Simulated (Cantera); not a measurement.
Input: 1 mol CaCO3, 0.85 mol C, 0.19 mol H2O, held at 1.00 Torr.

Cantera equilibrium calculation (NASA polynomials, part measured and part estimated; ideal gas, pure solids and liquids). Candidate condensed phases: C, C6H6, C7H8, C8H18, Ca, CaCO3, CaO, Ca(OH)2, H2O; 115 gas species. Equilibrium is a limit: real reactors are often held back by kinetics, nucleation or transport.

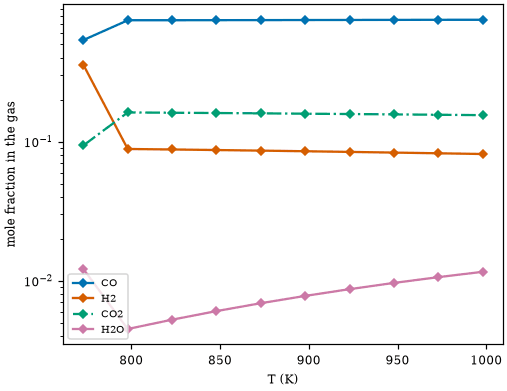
*Equilibrium gas composition (values under 1e-9 drawn at 1e-9)*

Read off the mole fractions at 873 K.

CO about 0.75, CO2 about 0.16, H2 about 0.086, H2O about 0.0069.
